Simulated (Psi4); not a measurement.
**Ge2H6 (digermane) at HF/3-21G**

What is the vertical singlet–triplet gap of Ge2H6 (digermane) at HF/3-21G? 

The calculation is run with Psi4 1.11.

3 further runs of the same task are left out: 1 that didn't finish, 2 set aside as unsound or not needed.

## (1) The structure to begin with

The species is Ge2H6 (8 atoms), meant as a singlet with charge 0. SMILES: `[GeH3][GeH3]`. Geometry: relaxed at PBE0-D4/def2-TZVP.

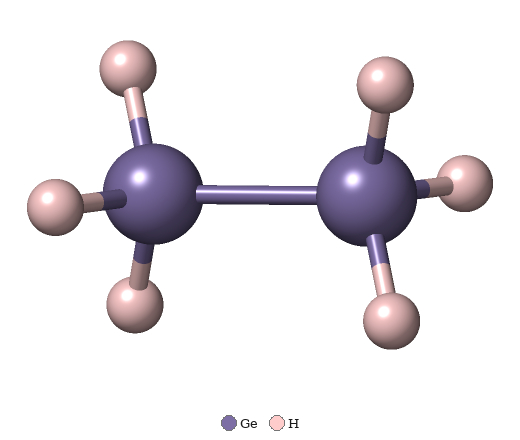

The structure, seen from a chosen angle (germanium purple, hydrogen pink).

## (2) A single-point energy at HF/3-21G

The input, ge2h6.py:

```python
import psi4

psi4.set_memory('2200 MB')
psi4.set_num_threads(1)
psi4.core.set_output_file('run.log', False)

molecule = psi4.geometry("""
0 1
Ge
Ge 1 2.420084
H 1 1.537253 2 110.33301
H 1 1.537267 3 108.59568 2 -121.04046
H 1 1.537259 3 108.59615 4 -117.9175
H 2 1.537262 1 110.33334 3 179.66722
H 2 1.537261 6 108.59582 1 121.04032
H 2 1.537257 7 108.59605 6 -117.9175
symmetry c1
no_reorient
no_com
""")

psi4.set_options({
    'basis': '3-21G',
    'puream': True,
    'e_convergence': 1e-09,
    'd_convergence': 1e-08,
    'scf_type': 'pk',
})

E, wfn = psi4.energy('scf', molecule=molecule, return_wfn=True)
print(f'total energy {E:.8f} hartree = {E * 27.211386:.5f} eV')
```

Launch:

```sh
python ge2h6.py
```

run.log (excerpt; [...] marks lines left out):

```text
[...]
  Running in c1 symmetry.
[...]
  Nuclear repulsion =  323.373971152573972
[...]
  Multiplicity = 1
[...]
  Nalpha       = 35
  Nbeta        = 35
[...]
    Number of basis functions: 56
[...]
   @RHF iter   1: -4133.29253468982733   -7.42123e+00   1.94706e-02 DIIS/ADIIS
[...]
   @RHF iter   9: -4134.11238620016411   -9.09495e-13   1.12735e-09 DIIS
[...]
    Orbital Energies [Eh]
    ---------------------
    Doubly Occupied:
       1A   -402.676239     2A   -402.675970     3A    -51.905895
       4A    -51.905670     5A    -45.917189     6A    -45.916803
       7A    -45.916803     8A    -45.916698     9A    -45.916698
      10A    -45.916637    11A     -7.136288    12A     -7.136227
      13A     -5.090668    14A     -5.090179    15A     -5.090179
      16A     -5.090153    17A     -5.090153    18A     -5.090097
      19A     -1.539093    20A     -1.539093    21A     -1.538178
      22A     -1.538178    23A     -1.537713    24A     -1.537502
      25A     -1.536506    26A     -1.536506    27A     -1.536205
      28A     -1.536205    29A     -0.767173    30A     -0.683852
      31A     -0.487574    32A     -0.487573    33A     -0.455492
      34A     -0.455490    35A     -0.389853
[...]
  @RHF Final Energy: -4134.11238620016411
   => Energetics <=
    Nuclear Repulsion Energy =            323.3739711525739722
    One-Electron Energy =               -6417.8112492509517324
    Two-Electron Energy =                1960.3248918982135365
    Total Energy =                      -4134.1123862001641101
[...]
 Multipole Moments:
 ------------------------------------------------------------------------------------
     Multipole            Electronic (a.u.)      Nuclear  (a.u.)        Total (a.u.)
 ------------------------------------------------------------------------------------
 L = 1.  Multiply by 2.5417464519 to convert [e a0] to [Debye]
 Dipole X            :         -0.0000020            0.0000001           -0.0000019
 Dipole Y            :          0.0000046            0.0000004            0.0000050
 Dipole Z            :          0.0000001           -0.0000002           -0.0000000
 Magnitude           :                                                    0.0000054
[...]
```

The script printed:

```text
total energy -4134.11238620 hartree = -112494.92791 eV
```

Run time: 2.6 s. Hardware: 1 thread of Intel Xeon Platinum 8259CL at 2.50GHz (Skylake/Cascade Lake), shared host; peak memory 0.21 GiB.

## (3) The triplet: energy and forces at UHF/3-21G

The input, job.json:

```json
{
 "schema_name": "qcschema_input",
 "schema_version": 1,
 "molecule": {
  "schema_name": "qcschema_molecule",
  "schema_version": 2,
  "symbols": ["Ge", "Ge", "H", "H", "H", "H", "H", "H"],
  "geometry": [-1.07553762, 0.53273269, -1.94632342, 1.07553762, -0.53273269, 1.94632342, -0.68130296, -1.55945869, -3.92275018, -3.92584933, 0.83586366, -1.47415645, -0.04386054, 3.02728456, -3.01957448, 0.69434207, 1.56677193, 3.91757233, 3.92365725, -0.85124603, 1.47113289, 0.03301352, -3.01921543, 3.02777589],
  "molecular_charge": 0,
  "molecular_multiplicity": 3,
  "fix_symmetry": "c1"
 },
 "driver": "gradient",
 "model": {
  "method": "scf",
  "basis": "3-21G"
 },
 "keywords": {
  "reference": "uhf",
  "puream": true,
  "e_convergence": 1e-09,
  "d_convergence": 1e-08,
  "scf_type": "pk",
  "maxiter": 100,
  "scf_properties": ["QUADRUPOLE", "DIPOLE", "MAYER_INDICES"]
 }
}
```

Launch:

```sh
psi4 --qcschema job.json -n 1 --memory 2200MB
```

stdout (excerpt; [...] marks lines left out):

```text
[...]
  Running in c1 symmetry.
[...]
  Nuclear repulsion =  323.373940801592084
[...]
  Multiplicity = 3
[...]
  Nalpha       = 36
  Nbeta        = 34
[...]
    Number of basis functions: 56
[...]
   @UHF iter   1: -4132.83570970216351   -6.96441e+00   1.98738e-02 DIIS/ADIIS
[...]
   @UHF iter  17: -4133.85199962274328   -3.63798e-12   2.52242e-09 DIIS
[...]
   @S^2 Observed:                2.008108691E+00
[...]
  @UHF Final Energy: -4133.85199962274328
   => Energetics <=
    Nuclear Repulsion Energy =            323.3739408015920844
    One-Electron Energy =               -6416.7840973800903157
    Two-Electron Energy =                1959.5581569557557486
    Total Energy =                      -4133.8519996227423690
  UHF NO Occupations:
  HONO-2 :   34  A 1.9983833
  HONO-1 :   35  A 1.0000000
[...]
 Multipole Moments:
 ------------------------------------------------------------------------------------
     Multipole            Electronic (a.u.)      Nuclear  (a.u.)        Total (a.u.)
 ------------------------------------------------------------------------------------
 L = 1.  Multiply by 2.5417464519 to convert [e a0] to [Debye]
 Dipole X            :          0.0000046            0.0000000            0.0000046
 Dipole Y            :         -0.0000045           -0.0000000           -0.0000045
 Dipole Z            :         -0.0000034            0.0000000           -0.0000034
 Magnitude           :                                                    0.0000073
 L = 2.  Multiply by 1.3450342976 to convert [e a0^2] to [Debye ang]
 Quadrupole XX       :       -138.3934675          105.7906725          -32.6027951
 Quadrupole XY       :         42.2154198          -41.3739254            0.8414945
[...]
  -Total Gradient:
     Atom            X                  Y                   Z
    ------   -----------------  -----------------  -----------------
       1        0.076860680357    -0.038074322243     0.139096368551
       2       -0.076858616722     0.038071562382    -0.139098382343
       3       -0.003787992501     0.004686492040    -0.002886718222
       4        0.000997539528     0.001137925130    -0.006510114968
       5       -0.004737072763    -0.002096056064    -0.004217821720
       6        0.003776421685    -0.004690323857     0.002892791280
       7       -0.000997416515    -0.001125136207     0.006513165068
       8        0.004746456980     0.002089858818     0.004210712354
[...]
```

The result, in JSON:

```text
{
 "driver": "gradient",
 "model": {
  "method": "scf",
  "basis": "3-21G"
 },
 "success": true,
 "return_result": [0.07686068035678242, -0.03807432224343661, 0.13909636855053858, -0.07685861672167099, 0.03807156238208917, -0.13909838234326088, -0.003787992501318036, 0.00468649204032473, -0.0028867182222831744, 0.0009975395280236443, 0.0011379251301935935, -0.006510114967964713, -0.004737072763156741, -0.002096056063859708, -0.004217821719816092, 0.003776421684574177, -0.004690323857011791, 0.0028927912802061417, -0.0009974165147310643, -0.0011251362066751688, 0.0065131650679874226, 0.00474645698019778, 0.0020898588181668953, 0.004210712353820048],
 "properties": {
  "calcinfo_nbasis": 56,
  "calcinfo_nmo": 56,
  "calcinfo_nalpha": 36,
  "calcinfo_nbeta": 34,
  "calcinfo_natom": 8,
  "nuclear_repulsion_energy": 323.3739408015921,
  "return_energy": -4133.851999622743,
  "return_gradient": [0.07686068035678242, -0.03807432224343661, 0.13909636855053858, -0.07685861672167099, 0.03807156238208917, -0.13909838234326088, -0.003787992501318036, 0.00468649204032473, -0.0028867182222831744, 0.0009975395280236443, 0.0011379251301935935, -0.006510114967964713, -0.004737072763156741, -0.002096056063859708, -0.004217821719816092, 0.003776421684574177, -0.004690323857011791, 0.0028927912802061417, -0.0009974165147310643, -0.0011251362066751688, 0.0065131650679874226, 0.00474645698019778, 0.0020898588181668953, 0.004210712353820048],
  "scf_one_electron_energy": -6416.78409738009,
  "scf_two_electron_energy": 1959.5581569557557,
  "scf_dipole_moment": [4.591079883688176e-06, -4.549585955637703e-06, -3.43364093469134e-06],
  "scf_total_energy": -4133.851999622743,
  "scf_total_gradient": [0.07686068035678242, -0.03807432224343661, 0.13909636855053858, -0.07685861672167099, 0.03807156238208917, -0.13909838234326088, -0.003787992501318036, 0.00468649204032473, -0.0028867182222831744, 0.0009975395280236443, 0.0011379251301935935, -0.006510114967964713, -0.004737072763156741, -0.002096056063859708, -0.004217821719816092, 0.003776421684574177, -0.004690323857011791, 0.0028927912802061417, -0.0009974165147310643, -0.0011251362066751688, 0.0065131650679874226, 0.00474645698019778, 0.0020898588181668953, 0.004210712353820048],
  "scf_iterations": 17
 }
}
```

It took 4.2 s on 1 thread of Intel Xeon Platinum 8259CL at 2.50GHz (Skylake/Cascade Lake), shared host; peak memory 0.21 GiB.

## (4) Outcome

At HF/3-21G:

| quantity | value |
| --- | --- |
| singlet: total energy | -4134.11239 Eh |
| singlet: dipole moment | 0.00 D |
| singlet: HOMO energy | -10.61 eV |
| singlet: LUMO energy | 3.73 eV |
| singlet: HOMO–LUMO gap | 14.34 eV |
| triplet: total energy | -4133.85200 Eh |
| triplet: dipole moment | 0.00 D |
| triplet: HOMO energy (highest over α and β) | -3.26 eV |
| triplet: LUMO energy (lowest over α and β) | -2.65 eV |
| triplet: ⟨S²⟩ | 2.008 |
| triplet: largest force on an atom | 8.403 eV/Å |
| vertical energy of the triplet above the singlet | 7.085 eV |

At this shape the triplet lies 7.09 eV (684 kJ/mol) above the singlet.
